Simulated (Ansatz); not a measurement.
ZnInGaO4 (InGaZnO4 type, space group R3m)

```
ZnInGaO4
1.0
    1.65751     0.95696     8.58477
   -1.65751     0.95696     8.58477
    0.00000    -1.91393     8.58477
In Ga Zn O
1 1 1 4
Direct
  0.99705   0.99705   0.99705
  0.21287   0.21287   0.21287
  0.78131   0.78131   0.78131
  0.13628   0.13628   0.13628
  0.87884   0.87884   0.87884
  0.28876   0.28876   0.28876
  0.70489   0.70489   0.70489
```

E(V) scan at fixed shape, V₀ the volume above. The atoms relax within the cell's symmetry.

Computed with PBEsol (plane waves to 420 eV, PAW, scalar-relativistic; Ansatz, a quantum-chemistry and plane-wave program). k mesh 12×12×12 (Γ-centred), Fermi-Dirac smearing 0.05 eV. The energy includes the smearing's −TS. With the shape held, the modulus is that of even scaling; a crystal free to change shape is softer. The PAW data are Ansatz's earlier set. ZnInGaO4 was relaxed with its symmetry unable to fall. ΔE is measured from the relaxed starting cell.

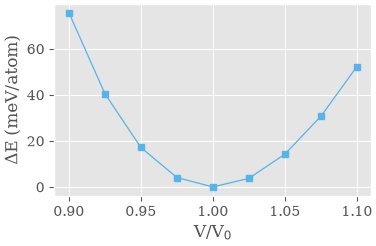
ΔE (meV/atom) against V/V₀; computed points joined by lines.

What is ΔE at V/V₀ = 1.100?

About 52 meV/atom.

What is ΔE at V/V₀ = 0.900?

About 76 meV/atom.

What bulk modulus at fixed cell shape B₀ follows from a third-order Birch-Murnaghan fit?

About 170 GPa.

(A scan under strain: stresses follow from slopes of the energy per volume, elastic moduli from its curvatures.)
